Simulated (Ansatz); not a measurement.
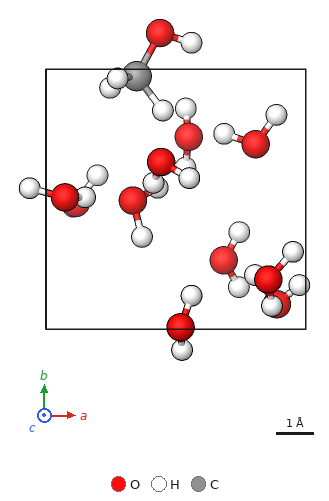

Starting frame of a dynamics run of a periodic cell with 10 H2O + 1 CH3OH at 0.96 g/cm³. It starts from the last geometry of an earlier run, with fresh velocities. Style: ball-and-stick. Shown: the simulation cell, along the c axis.

Computed with DFT PBE, scalar-relativistic, plane waves, PAW in Ansatz.

The input:
```yaml
accuracy: low
crystal:
  lattice:
    - [7.159599, 0.0, 0.0]
    - [0.0, 7.159599, 0.0]
    - [0.0, 0.0, 7.159599]
  atoms:
    - { symbol: O, position: [0.54553361, 0.7362281, 0.2022656] }
    - { symbol: H, position: [0.53415851, 0.84522631, 0.14010849] }
    - { symbol: H, position: [0.53262396, 0.61763787, 0.12898442] }
    - { symbol: O, position: [0.68015432, 0.26100846, 0.18733339] }
    - { symbol: H, position: [0.73998084, 0.36933039, 0.16758083] }
    - { symbol: H, position: [0.73841013, 0.15761924, 0.11971951] }
    - { symbol: O, position: [0.11088488, 0.4817624, 0.13066189] }
    - { symbol: H, position: [0.19402463, 0.58815783, 0.14584958] }
    - { symbol: H, position: [0.10048399, 0.46732793, -0.00194641] }
    - { symbol: O, position: [-0.11526774, 0.09183893, 0.43330807] }
    - { symbol: H, position: [-0.19962092, 0.20415288, 0.38113353] }
    - { symbol: H, position: [-0.02880645, 0.1654567, 0.5004439] }
    - { symbol: O, position: [0.0692146, 0.5031697, 0.7674062] }
    - { symbol: H, position: [0.14631053, 0.50339823, 0.64473052] }
    - { symbol: H, position: [-0.06705091, 0.53845388, 0.75218195] }
    - { symbol: O, position: [0.33038135, 0.49097692, 0.50559042] }
    - { symbol: H, position: [0.36536378, 0.3512577, 0.50473296] }
    - { symbol: H, position: [0.42586795, 0.54015265, 0.40639727] }
    - { symbol: O, position: [0.85184995, 0.1869505, 0.90859065] }
    - { symbol: H, position: [0.94677138, 0.2935297, 0.8946684] }
    - { symbol: H, position: [0.86587795, 0.08522749, 0.82749372] }
    - { symbol: O, position: [0.43928469, 0.63934943, 0.83801218] }
    - { symbol: H, position: [0.4098056, 0.55896223, 0.72730791] }
    - { symbol: H, position: [0.54771733, 0.57734186, 0.88644976] }
    - { symbol: O, position: [0.51402197, 1.00311262, 0.94372443] }
    - { symbol: H, position: [0.55622743, 1.12475115, 0.8997706] }
    - { symbol: H, position: [0.5195885, 0.91579056, 0.8398137] }
    - { symbol: O, position: [0.80312108, 0.70786811, 0.4585349] }
    - { symbol: H, position: [0.88298686, 0.82088741, 0.47699208] }
    - { symbol: H, position: [0.68177457, 0.74794834, 0.41432564] }
    - { symbol: C, position: [0.34527747, -0.03019869, 0.4971782] }
    - { symbol: O, position: [0.43509547, 0.13586041, 0.46377677] }
    - { symbol: H, position: [0.44581941, -0.16240942, 0.50814989] }
    - { symbol: H, position: [0.55598884, 0.09844348, 0.43076434] }
    - { symbol: H, position: [0.27153192, -0.03882761, 0.63327501] }
    - { symbol: H, position: [0.24270651, -0.07490631, 0.37009246] }
basis:
  ecutwfc: 420.0
kpoints:
  mp_grid: { grid: [1, 1, 1] }
hamiltonian:
  xc: pbe
scf:
  occupations: { method: fermi_dirac, width: 0.02 }
  lower_state_search: "off"
md:
  timestep: 0.5
  n_steps: 400
  ensemble: nvt_nose_hoover
  temperature: 1000.0
  initial_velocities: maxwell_boltzmann
  seed: 749567
  nose_hoover: { tau: 200.0, chain_length: 1 }
  masses: [{ species: H, mass: 2.014 }]
```

Launched with:
```bash
ansatz run input.yaml --threads 1 --pin off --max-ram 3072MiB --backend cpu --events-out ev --progress --plain --runs-dir out
```

> What does the trajectory do?

Over the second half the temperature averages 1053 K (spread ±62 K). The potential energy in the second half lies on average 6.0 meV per atom below the first frame. Root-mean-square distances from the starting positions over the second half, with the common drift of all atoms taken out: H 1.37 Å, O 1.05 Å, C 0.74 Å. The heavy atoms stay within a fraction of a molecule's size of their starting places; so short a run doesn't tell a liquid from a solid. Bond changes: one H–O bond forms at about 62 fs; one H–O bond breaks at about 72 fs.

Along the run (each row but the first and the last is the mean over the interval that it begins):

```tsv
time (fs)	potential energy (meV/atom)	T (K)
0.0	0.0	1000
25.0	-2.1	1018
50.0	2.0	986
75.0	4.9	963
100.0	-1.2	1014
125.0	-3.0	1030
150.0	-7.9	1070
175.0	-12.0	1100
200.0	-2.4	1022
```

The paths of the atoms:

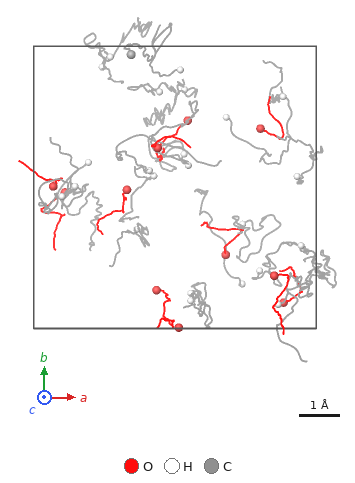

Limits of the set-up: the program's low-accuracy preset was used; masses were changed (H 2.014 u), which shifts the vibrations; the periodic images lie only 7.2 Å apart, so the values are limited by the cell's size.
